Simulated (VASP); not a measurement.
Band structure of BN (wurtzite). Computed with optB88-vdW, VASP's PBE PAW potentials (set 64) (plane waves; VASP 6.6.1).

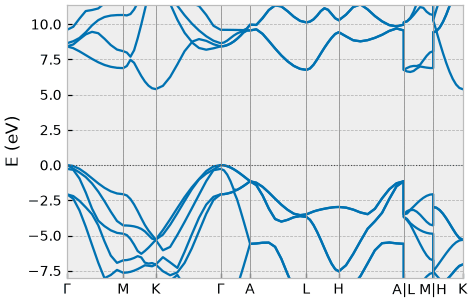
Bands along high-symmetry lines, zero at the valence-band maximum or, without a gap, the Fermi level

Question: Read the plot: is there a gap, and where are the band edges?

Answer: The gap is indirect, 5.39 eV, from the valence maximum at Γ to the conduction minimum at K. (Edges off the drawn lines would not show.)

The compound is BN in the wurtzite structure, a metastable high-pressure form. It was relaxed first.
